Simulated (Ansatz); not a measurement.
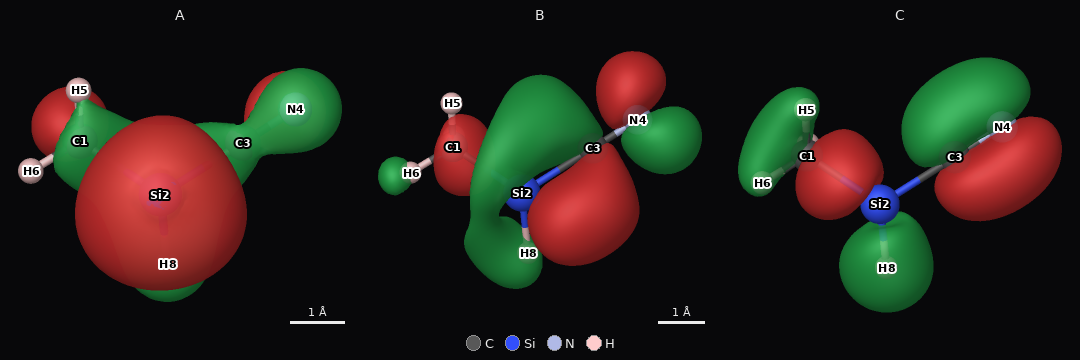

Figure. C2H4NSi (SMILES C[SiH]C#N) (doublet). Three frontier orbitals at ±0.08 Å⁻³ᐟ² (green and red are the two phases), in no order.

All numbers below come from UKS PBE0-D4/def2-SVP in Ansatz 0.2.0.

Input

```
crystal:
  periodic: [false, false, false]
  atoms:
    - { symbol: C, position_ang: [-0.6214, 0.8675, -0.3286] }
    - { symbol: Si, position_ang: [0.06, -0.2988, 0.8447] }
    - { symbol: C, position_ang: [1.5108, -1.2026, 0.146] }
    - { symbol: "N", position_ang: [2.5457, -1.7463, -0.2689] }
    - { symbol: H, position_ang: [0.0771, 1.6313, -0.6979] }
    - { symbol: H, position_ang: [-1.49, 1.4862, 0.1208] }
    - { symbol: H, position_ang: [-1.0431, 0.4093, -1.2211] }
    - { symbol: H, position_ang: [-0.9469, -1.2036, 1.3491] }
magnetization:
  spin_polarized: true
  initial_magnetization: 1
basis:
  gaussian: { orbitals: def2-SVP }
hamiltonian:
  xc: pbe0
  dispersion: d4
relax:
  f_tol: 0.015
  max_steps: 40
output:
  orbitals: {}
```

Command:

```sh
ansatz run input.yaml --threads 2 --pin off --max-ram 3072MiB --backend cpu --events-out ev --progress --plain --runs-dir out
```

The fields are those of the run's last geometry, not of the input's.

Question: Which picture is the HOMO−1, the HOMO and the LUMO? All are α orbitals.

Answer: C is the HOMO−1 (α) (−9.54 eV). It lies mainly on N4 (about 40 %), C3 (about 25 %), C1 (about 10 %), Si2 (about 10 %) and H8 (about 10 %); π-bonding across N4–C3. A is the HOMO (α) (−6.63 eV). It lies mainly on Si2 (about 70 %), N4 (about 10 %), C1 (about 5 %) and C3 (about 5 %). B is the LUMO (α) (−0.38 eV). Its weight (Hirshfeld) is mainly on Si2 (about 30 %), N4 (about 25 %), C3 (about 25 %) and C1 (about 10 %).

Question: What is the gap between the highest occupied and lowest empty α orbitals?

Answer: 6.25 eV between the orbital energies.
